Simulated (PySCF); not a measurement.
# C3H6FGa: electronic excitations and core binding energies

Wanted: the electronic excitations and core binding energies of C3H6FGa (`C=C[CH2][GaH][F]`), by calculation.

Programs: PySCF 2.14.0, with density-fitted response routines of our own. Each step states its level of theory. These are calculated values for one molecule in the gas phase, unless marked as measured. Atoms are numbered from 0 throughout.

## (1) The molecule as given

11 atoms, charge 0, multiplicity 1; geometry from: GFN2-xTB.

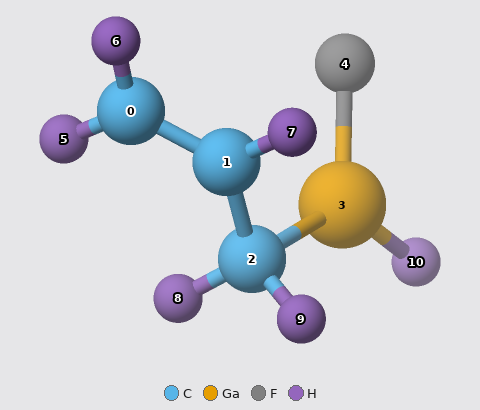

As it starts; carbon blue, gallium amber, fluorine grey, hydrogen purple, atoms numbered.

## (2) Ultraviolet spectrum: CAM-B3LYP/def2-SVPD

What the job is given:

```
{"job": {"kind": "uv", "xc": "CAM-B3LYP", "basis": "def2-SVPD", "nstates": 8, "ntriplets": 3}, "charge": 0, "multiplicity": 1}
C     -1.742553     0.428213     0.510711
C     -0.883278    -0.457177     0.025431
C      0.190900    -0.131973    -0.942270
Ga     1.960520     0.010211     0.131827
F      1.827280     0.103702     1.875630
H     -1.722749     1.461765     0.202984
H     -2.510622     0.147982     1.210386
H     -0.934491    -1.491513     0.348562
H      0.012930     0.824351    -1.439616
H      0.319645    -0.911063    -1.697451
H      3.487841     0.018172    -0.252158
```

Level: TDDFT CAM-B3LYP/def2-SVPD, vertical, gas phase, core orbitals frozen in the response.

Command:

```console
$ OMP_NUM_THREADS=1 python probes_run.py task.json out
```

One launch serves the whole session: the jobs run in the order shown.

Output:

```text
coarse grid: 43088 points
cycle   1  E = -2142.1493952297  dE = -2.094e-01  |g| = 7.940e-01  |ddm| = 4.631e+00
cycle   2  E = -2142.0302460698  dE =  1.191e-01  |g| = 1.230e+00  |ddm| = 1.925e+00
cycle   3  E = -2142.2600174129  dE = -2.298e-01  |g| = 1.129e-01  |ddm| = 1.061e+00
cycle   4  E = -2142.2621144467  dE = -2.097e-03  |g| = 4.338e-02  |ddm| = 1.736e-01
cycle   5  E = -2142.2624153456  dE = -3.009e-04  |g| = 6.754e-03  |ddm| = 4.910e-02
cycle   6  E = -2142.2624271302  dE = -1.178e-05  |g| = 2.256e-03  |ddm| = 1.361e-02
cycle   7  E = -2142.2624285221  dE = -1.392e-06  |g| = 4.970e-04  |ddm| = 4.587e-03
final grid: 90752 points
cycle   8  E = -2142.2624665607  dE = -3.608e-08  |g| = 5.860e-04  |ddm| = 4.051e-03
cycle   9  E = -2142.2624665096  dE =  5.106e-08  |g| = 7.506e-04  |ddm| = 1.577e-03
cycle  10  E = -2142.2624666420  dE = -1.324e-07  |g| = 4.069e-05  |ddm| = 8.716e-04
cycle  11  E = -2142.2624666424  dE = -3.911e-10  |g| = 2.129e-05  |ddm| = 7.770e-05
converged SCF energy = -2142.2624666424

Static polarisability (au): isotropic 67.014, principal 52.891 57.934 90.216

Singlet excitations
state   eV       nm        f      main configurations
  1   4.6644    265.8   0.00754   H->L 0.93
  2   5.8808    210.8   0.14666   H->L+1 0.94
  3   6.6188    187.3   0.17059   H-1->L 0.53, H->L+2 0.26
  4   6.7297    184.2   0.28728   H->L+2 0.42, H-1->L 0.36, H->L+4 0.08
  5   6.8586    180.8   0.00899   H->L+3 0.79, H->L+2 0.09
  6   7.4044    167.4   0.07287   H->L+6 0.57, H->L+4 0.20, H->L+5 0.15
  7   7.5083    165.1   0.02349   H->L+5 0.78, H->L+6 0.11
  8   7.6068    163.0   0.00926   H->L+4 0.49, H->L+6 0.23, H->L+2 0.12

Triplet excitations (Tamm-Dancoff, eV): 3.9911 4.5536 5.3958
```

Run time: 29 s. Hardware: 1 thread of Arm Neoverse V1, shared host; peak memory 0.7 GiB.

Frontier orbitals and where they lie:

| orbital | eV | atoms |
| --- | --- | --- |
| HOMO−3 | -11.92 | F4 36 %, Ga3 22 %, C2 14 % |
| HOMO−2 | -11.52 | C1 24 %, C0 21 %, C2 14 % |
| HOMO−1 | -10.51 | H10 18 %, Ga3 18 %, C1 16 % |
| HOMO | -8.23 | C0 31 %, C1 25 %, C2 17 % |
| LUMO | -0.50 | Ga3 61 %, H10 11 %, F4 11 % |
| LUMO+1 | 0.42 | Ga3 51 %, C2 12 %, H10 9 % |
| LUMO+2 | 1.01 | Ga3 48 %, H10 12 %, C0 11 % |

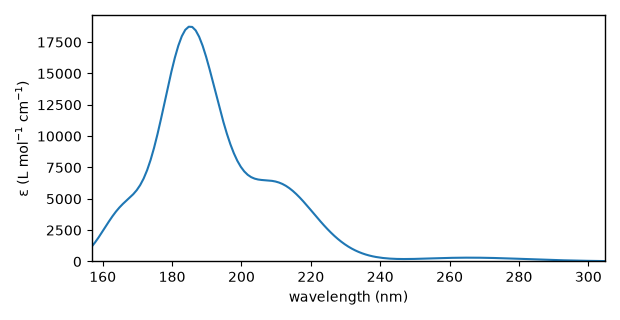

Absorption spectrum: each of the 8 states is a Gaussian band of 0.4 eV half-width at 1/e. Beyond the last state computed it falls off for lack of states.

Further results of this job:

| property | computed |
| --- | --- |
| dipole moment (D) | 2.76 |
| polarisability (Å³) | 9.93 |
| HOMO–LUMO gap (eV) | 7.73 |
| −ε(HOMO) (eV) | 8.23 |

## (3) Core holes by ΔSCF: SCAN, X2C

Same as in step 2 but for these lines:

```diff
@@ -1,2 +1,2 @@
-{"job": {"kind": "uv", "xc": "CAM-B3LYP", "basis": "def2-SVPD", "nstates": 8, "ntriplets": 3}, "charge": 0, "multiplicity": 1}
+{"job": {"kind": "xps"}, "charge": 0, "multiplicity": 1}
 C     -1.742553     0.428213     0.510711
```

Method: delta-SCF UKS SCAN, pcX-2 on the ionised atom, pcseg-1 elsewhere, spin-free X2C.

Output:

```text
ground state, core basis on atom 0 (C), 144 functions
  cycle   1  E = -2157.37206484  |g| = 7.55e-01
  cycle   2  E = -2156.74946399  |g| = 1.94e+00
  cycle   3  E = -2157.47770117  |g| = 2.93e-01
  cycle   4  E = -2157.49739218  |g| = 9.40e-02
  cycle   5  E = -2157.49947198  |g| = 2.91e-02
  cycle   6  E = -2157.49969432  |g| = 1.26e-02
  cycle   7  E = -2157.49973157  |g| = 4.56e-03
  cycle   8  E = -2157.49973532  |g| = 1.29e-03
  cycle   9  E = -2157.49973515  |g| = 2.17e-04
  E(ground) = -2157.75696782 Eh
hole in C 1s of atom 0
  cycle   1  E = -2146.26800252  |g| = 1.51e+00
  cycle   2  E = -2145.28053006  |g| = 1.90e+00
  cycle   3  E = -2146.75169699  |g| = 4.18e-01
  cycle   4  E = -2146.81284470  |g| = 2.58e-01
  cycle   5  E = -2146.84769571  |g| = 8.29e-02
  cycle   6  E = -2146.85064736  |g| = 2.23e-02
  cycle   7  E = -2146.85077993  |g| = 1.45e-02
  cycle   8  E = -2146.85086034  |g| = 4.74e-03
  cycle   9  E = -2146.85087112  |g| = 2.44e-03
  cycle  10  E = -2146.85087639  |g| = 1.05e-03
  cycle  11  E = -2146.85087989  |g| = 3.04e-04
  E(ion) = -2147.10769243 Eh   <S^2> = 0.7794   hole on atom = 1.000   binding energy = 289.782 eV
ground state, core basis on atom 1 (C), 144 functions
  cycle   1  E = -2157.49979374  |g| = 6.31e-02
  cycle   2  E = -2157.49892690  |g| = 6.44e-02
  cycle   3  E = -2157.49966774  |g| = 3.75e-02
  cycle   4  E = -2157.50004244  |g| = 7.30e-03
  cycle   5  E = -2157.50005730  |g| = 1.21e-03
  cycle   6  E = -2157.50005729  |g| = 4.55e-04
  E(ground) = -2157.75741124 Eh
hole in C 1s of atom 1
  cycle   1  E = -2146.24434623  |g| = 1.51e+00
  cycle   2  E = -2144.63817468  |g| = 2.16e+00
  cycle   3  E = -2146.62775705  |g| = 5.95e-01
  cycle   4  E = -2146.71880948  |g| = 5.04e-01
  cycle   5  E = -2146.81240275  |g| = 1.30e-01
  cycle   6  E = -2146.81808848  |g| = 6.46e-02
  cycle   7  E = -2146.82010673  |g| = 1.70e-02
  cycle   8  E = -2146.82032708  |g| = 1.22e-02
  cycle   9  E = -2146.82049682  |g| = 6.60e-03
  cycle  10  E = -2146.82064398  |g| = 4.77e-03
  cycle  11  E = -2146.82073398  |g| = 2.95e-03
  cycle  12  E = -2146.82074994  |g| = 1.18e-03
  cycle  13  E = -2146.82075559  |g| = 4.62e-04
  E(ion) = -2147.07725890 Eh   <S^2> = 0.8394   hole on atom = 1.000   binding energy = 290.622 eV
ground state, core basis on atom 2 (C), 144 functions
  cycle   1  E = -2157.49951432  |g| = 5.89e-02
  cycle   2  E = -2157.49927130  |g| = 3.65e-02
  cycle   3  E = -2157.49922251  |g| = 3.82e-02
  cycle   4  E = -2157.49961043  |g| = 7.24e-03
  cycle   5  E = -2157.49962804  |g| = 8.76e-04
  cycle   6  E = -2157.49962555  |g| = 3.43e-04
  E(ground) = -2157.75627586 Eh
hole in C 1s of atom 2
  cycle   1  E = -2146.23570688  |g| = 1.51e+00
  cycle   2  E = -2145.27636357  |g| = 1.97e+00
  cycle   3  E = -2146.70512294  |g| = 4.94e-01
  cycle   4  E = -2146.72574809  |g| = 4.57e-01
  cycle   5  E = -2146.81825571  |g| = 9.46e-02
  cycle   6  E = -2146.82034666  |g| = 5.77e-02
  cycle   7  E = -2146.82178334  |g| = 1.23e-02
  cycle   8  E = -2146.82185805  |g| = 4.74e-03
  cycle   9  E = -2146.82187520  |g| = 1.53e-03
  cycle  10  E = -2146.82187955  |g| = 9.00e-04
  cycle  11  E = -2146.82187922  |g| = 6.52e-04
  cycle  12  E = -2146.82188209  |g| = 5.64e-04
  cycle  13  E = -2146.82188601  |g| = 5.00e-04
  cycle  14  E = -2146.82189274  |g| = 3.17e-04
  E(ion) = -2147.07766155 Eh   <S^2> = 0.7745   hole on atom = 1.000   binding energy = 290.580 eV
ground state, core basis on atom 4 (F), 144 functions
  cycle   1  E = -2157.53959954  |g| = 1.27e-01
  cycle   2  E = -2157.53797073  |g| = 1.22e-01
  cycle   3  E = -2157.53912899  |g| = 8.11e-02
  cycle   4  E = -2157.54005618  |g| = 6.45e-03
  cycle   5  E = -2157.54006991  |g| = 2.43e-03
  cycle   6  E = -2157.54006476  |g| = 5.62e-04
  cycle   7  E = -2157.54006456  |g| = 1.41e-04
  E(ground) = -2157.80016382 Eh
hole in F 1s of atom 4
  cycle   1  E = -2131.24322697  |g| = 2.59e+00
  cycle   2  E = -2131.20081905  |g| = 2.13e+00
  cycle   3  E = -2132.11698805  |g| = 3.07e-01
  cycle   4  E = -2132.11246020  |g| = 2.52e-01
  cycle   5  E = -2132.15570462  |g| = 2.94e-02
  cycle   6  E = -2132.15620170  |g| = 1.34e-02
  cycle   7  E = -2132.15627500  |g| = 7.79e-03
  cycle   8  E = -2132.15630945  |g| = 1.90e-03
  cycle   9  E = -2132.15630873  |g| = 4.32e-04
  E(ion) = -2132.42416367 Eh   <S^2> = 0.7569   hole on atom = 1.000   binding energy = 690.516 eV
```

Run time: 43 s. Hardware: 1 thread of Arm Neoverse V1, shared host; peak memory 0.62 GiB.

The holes in one table. −ε is the ground-state orbital energy:

| hole | stands for | environment | ΔSCF (eV) | −ε (eV) | ⟨S²⟩ |
| --- | --- | --- | --- | --- | --- |
| C1s on C0 | C0 | terminal =CH2 carbon | 289.78 | 273.3 | 0.779 |
| C1s on C1 | C1 | alkene CH | 290.62 | 273.9 | 0.839 |
| C1s on C2 | C2 | allylic sp3 CH2 bonded to Ga | 290.58 | 274.2 | 0.774 |
| F1s on F4 | F4 | fluorine bonded to Ga | 690.52 | 665.1 | 0.757 |

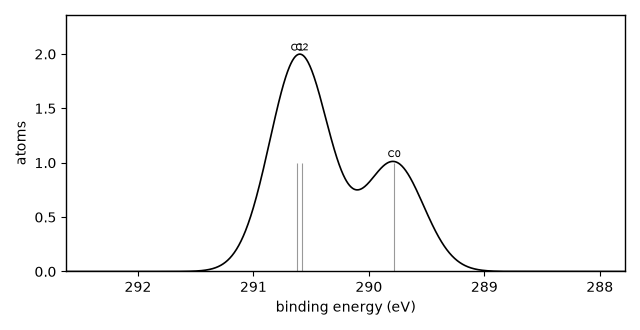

The C1s photoelectron lines, weighted by the number of atoms. Lines are broadened to a width of 0.60 eV (Gaussian).

## (4) What came out

```
                                quantity                               value
    lowest singlet (CAM-B3LYP/def2-SVPD)         4.66 eV (266 nm), f = 0.008
brightest single state of those computed         state 4, 6.73 eV, f = 0.287
                          lowest triplet                             3.99 eV
        C1s binding energies, SCAN/pcX-2  C1 290.62, C2 290.58, C0 289.78 eV
        F1s binding energies, SCAN/pcX-2                        F4 690.52 eV
```

The first singlet state (HOMO→LUMO 0.93) lies at 4.66 eV and is weak; of the 8 states computed, the strongest absorption comes from state 4 at 6.73 eV. The lowest triplet lies 0.67 eV below the lowest singlet (triplets in Tamm-Dancoff, singlets in full TDDFT). The C1s levels kept as sound span 0.84 eV, from C0 (terminal =CH2 carbon) up to C1 (alkene CH).
